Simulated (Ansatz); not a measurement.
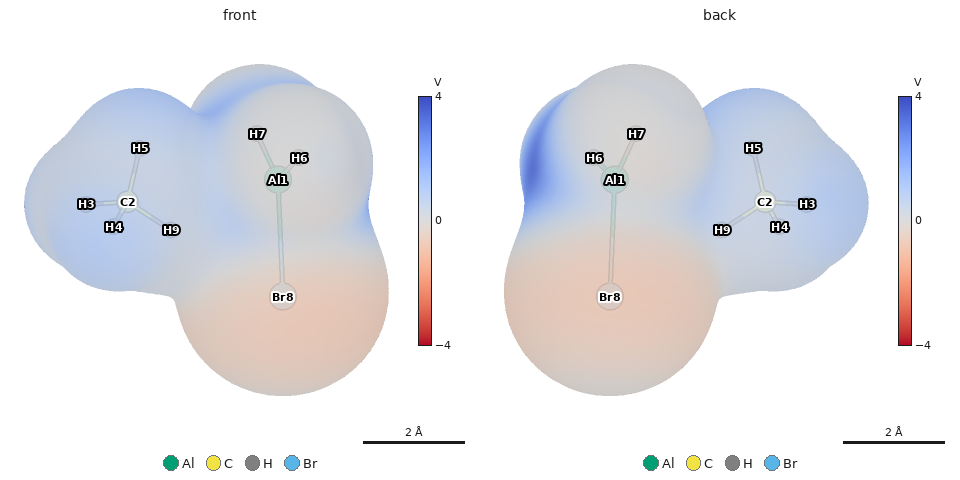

The picture shows: AlBrH2···CH4. The molecular electrostatic potential painted on the density surface at 0.002 e/bohr³, seen from the front and from behind; the colour scale runs from red (negative) to blue (positive).

Not at a stationary point (largest force 1.2 eV/Å).

All numbers below come from Ansatz, RKS LDA/def2-SVPD.

```yaml
atoms:
  - { symbol: Al, position_ang: [-0.0694, -0.5434, -0.4477] }
  - { symbol: C, position_ang: [-0.0307, -0.1283, 2.6855] }
  - { symbol: H, position_ang: [-0.9611, -0.0944, 3.2819] }
  - { symbol: H, position_ang: [0.8350, -0.3991, 3.3184] }
  - { symbol: H, position_ang: [0.1500, 0.8652, 2.2280] }
  - { symbol: H, position_ang: [1.4123, -0.0027, -0.5770] }
  - { symbol: H, position_ang: [-1.4234, 0.2594, -0.6089] }
  - { symbol: Br, position_ang: [-0.2906, -2.8698, -0.0299] }
  - { symbol: H, position_ang: [-0.1464, -0.9356, 1.9252] }
```

> Which sites attract a positive test charge, and which a negative one?

A positive charge is drawn to the negative regions and a negative charge to the positive ones. The most negative region (about −0.7 V, or −16 kcal/mol for a unit charge) lies over Br8, the most positive (about +3.1 V, or +71 kcal/mol for a unit charge) over Al1.
